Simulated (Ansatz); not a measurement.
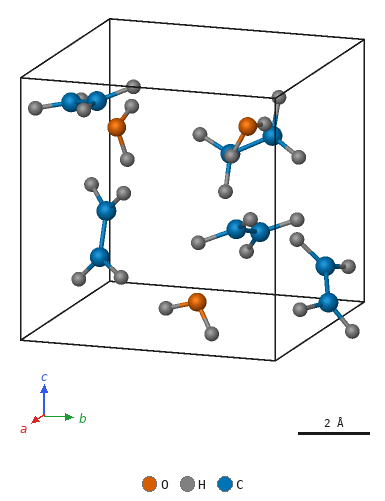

Starting frame of a dynamics run of a periodic cell with 3 H2O + 5 C2H4 at 0.717 g/cm³. It starts from the last geometry of an earlier run, with fresh velocities. A ball-and-stick model of the simulation cell, seen slightly off an axis.

The calculation used DFT PBE, scalar-relativistic, plane waves, PAW (Ansatz 0.2.0).

Input
```yaml
crystal:
  lattice:
    - [7.663094, 0.0, 0.0]
    - [0.0, 7.663094, 0.0]
    - [0.0, 0.0, 7.663094]
  atoms:
    - { symbol: O, position: [0.16217449, 0.08159364, 0.62666884] }
    - { symbol: H, position: [0.04991035, 0.10113363, 0.68348441] }
    - { symbol: H, position: [0.15197826, 0.11943232, 0.50468057] }
    - { symbol: O, position: [0.42100191, 0.48840214, 0.05082597] }
    - { symbol: H, position: [0.42321238, 0.36650351, 0.01796785] }
    - { symbol: H, position: [0.45714745, 0.55770421, -0.05693264] }
    - { symbol: O, position: [0.48893301, 0.71039732, 0.75284787] }
    - { symbol: H, position: [0.36441468, 0.73315149, 0.73596148] }
    - { symbol: H, position: [0.50597592, 0.65267905, 0.6394537] }
    - { symbol: C, position: [0.10262328, 0.67244926, 0.62713753] }
    - { symbol: C, position: [0.12163522, 0.51375838, 0.55038678] }
    - { symbol: H, position: [0.14944965, 0.7919206, 0.56542572] }
    - { symbol: H, position: [0.04594736, 0.67797287, 0.7614935] }
    - { symbol: H, position: [0.17305063, 0.51244721, 0.41802352] }
    - { symbol: H, position: [0.0973199, 0.38573551, 0.60871773] }
    - { symbol: C, position: [0.78517832, 0.23316617, 0.28399341] }
    - { symbol: C, position: [0.72076844, 0.23650404, 0.44550077] }
    - { symbol: H, position: [0.85865415, 0.34244793, 0.23190416] }
    - { symbol: H, position: [0.75950765, 0.1418498, 0.18708147] }
    - { symbol: H, position: [0.78039582, 0.32522337, 0.53362514] }
    - { symbol: H, position: [0.63918578, 0.14953482, 0.52141329] }
    - { symbol: C, position: [0.19027177, -0.08894506, 0.1685709] }
    - { symbol: C, position: [0.31355537, -0.03405342, 0.06258081] }
    - { symbol: H, position: [0.05411464, -0.04637733, 0.14004922] }
    - { symbol: H, position: [0.22300472, -0.18926923, 0.27005889] }
    - { symbol: H, position: [0.29588762, 0.05367326, -0.04443113] }
    - { symbol: H, position: [0.44791015, -0.09830251, 0.06056434] }
    - { symbol: C, position: [0.7295308, 0.75008682, 0.41839944] }
    - { symbol: C, position: [0.56232266, 0.78422525, 0.3726222] }
    - { symbol: H, position: [0.82559423, 0.83901743, 0.48410591] }
    - { symbol: H, position: [0.78403403, 0.61966427, 0.36881401] }
    - { symbol: H, position: [0.49854177, 0.90753589, 0.41487682] }
    - { symbol: H, position: [0.49206842, 0.706861, 0.27705306] }
    - { symbol: C, position: [0.87978463, 0.2550122, 0.90178341] }
    - { symbol: C, position: [0.78423985, 0.12022265, 0.86463141] }
    - { symbol: H, position: [1.0210652, 0.25285957, 0.89916689] }
    - { symbol: H, position: [0.80784473, 0.37311989, 0.94895177] }
    - { symbol: H, position: [0.84191282, 0.00027571, 0.84563593] }
    - { symbol: H, position: [0.64212438, 0.10975899, 0.84160434] }
basis:
  ecutwfc: 420.0
kpoints:
  mp_grid: { grid: [1, 1, 1] }
hamiltonian:
  xc: pbe
scf:
  occupations: { method: fermi_dirac, width: 0.05 }
  lower_state_search: "off"
md:
  timestep: 0.75
  n_steps: 280
  ensemble: nvt_langevin
  temperature: 400.0
  initial_velocities: maxwell_boltzmann
  seed: 575781
  friction: 0.01
```

Command:
```bash
ansatz run input.yaml --threads 1 --pin off --max-ram 3072MiB --backend cpu --events-out ev --progress --plain --runs-dir out
```

Predict how the run goes.

Answer. The mean temperature in the second half is 421 K (standard deviation 40 K). The potential energy in the second half lies on average 6.0 meV per atom above the first frame. Root-mean-square distances from the starting positions over the second half, with the common drift of all atoms taken out: H 0.94 Å, C 0.70 Å, O 0.57 Å. The heavy atoms stay within a fraction of a molecule's size of their starting places; so short a run doesn't tell a liquid from a solid.

Along the run (each row but the first and the last is the mean over the interval that it begins):

```
time (fs)  potential energy (meV/atom)  T (K)
      0.0                          0.0    390
     21.0                         -5.6    320
     42.0                         -4.6    308
     63.0                          1.0    313
     84.0                          0.6    363
    105.0                          0.6    380
    126.0                          8.9    399
    147.0                          8.5    443
    168.0                          6.8    431
    189.0                          5.3    451
    210.0                         -0.6    480
```

The paths of the atoms:

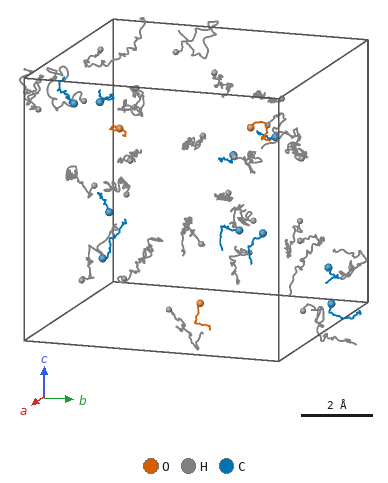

Limits of the set-up: the periodic images lie only 7.7 Å apart, so the values are limited by the cell's size.

The run took 10 min on 1 thread of Arm Neoverse V2, with other jobs on the host, peak memory 0.49 GiB.
